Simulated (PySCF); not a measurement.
Consider C6H7N2 (SMILES C=Cc1cc(N)c[n-]1) (charge −1).

```yaml
atoms:
  - { symbol: C, position_ang: [-3.0785, -0.0845, -0.4597] }
  - { symbol: C, position_ang: [-1.9002, -0.7152, -0.3619] }
  - { symbol: C, position_ang: [-0.6141, -0.1130, -0.2304] }
  - { symbol: C, position_ang: [0.6089, -0.8064, -0.1301] }
  - { symbol: C, position_ang: [1.5913, 0.1697, -0.0289] }
  - { symbol: N, position_ang: [3.0048, -0.0253, 0.1336] }
  - { symbol: C, position_ang: [0.9172, 1.3913, -0.0787] }
  - { symbol: N, position_ang: [-0.4046, 1.2333, -0.1980] }
  - { symbol: H, position_ang: [-3.1274, 0.9902, -0.4368] }
  - { symbol: H, position_ang: [-4.0137, -0.6189, -0.5647] }
  - { symbol: H, position_ang: [-1.8900, -1.8057, -0.3860] }
  - { symbol: H, position_ang: [0.7496, -1.8788, -0.1301] }
  - { symbol: H, position_ang: [3.2911, -0.8718, -0.3520] }
  - { symbol: H, position_ang: [3.5045, 0.7620, -0.2722] }
  - { symbol: H, position_ang: [1.3568, 2.3810, -0.0316] }
```

Geometry: GFN2-xTB.

Method: CAM-B3LYP/def2-SVPD, SCF density, gas phase (PySCF 2.14.0).

> What can the converged electron density and electron localisation function tell about the bonding?

C–N (1.34 Å): the density is about 2.5 e/Å³ at the midpoint; the ELF peaks at about 0.90 between the atoms: a covalent bond.
C–C (1.34 Å): ρ is about 2.3 e/Å³ halfway; the ELF peaks at about 0.95 between the atoms; a short, multiple covalent bond.
C–C (1.39 Å): ρ is about 2.1 e/Å³ halfway; the ELF peaks at about 0.95 between the atoms, as expected for localised, covalent bonding.
C–N (1.44 Å): ρ at the midpoint is about 2 e/Å³; the ELF peaks at about 0.95 between the atoms; a covalent bond.

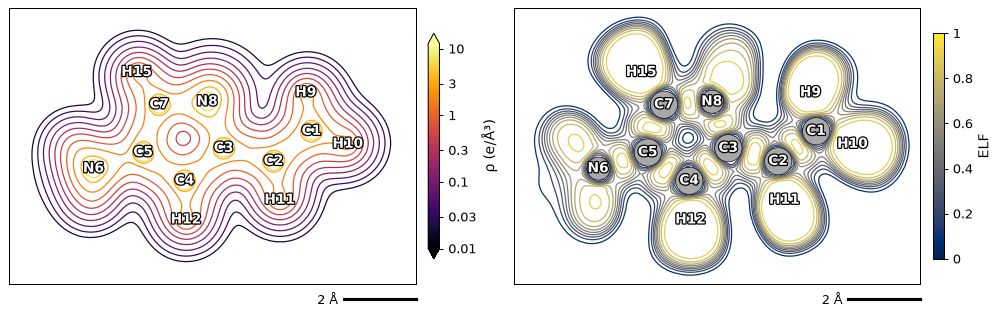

Computed electron density and electron localisation function on the plane of atoms C2, C1 and H10, in this order. Grey discs cover the atomic cores in the ELF map. 
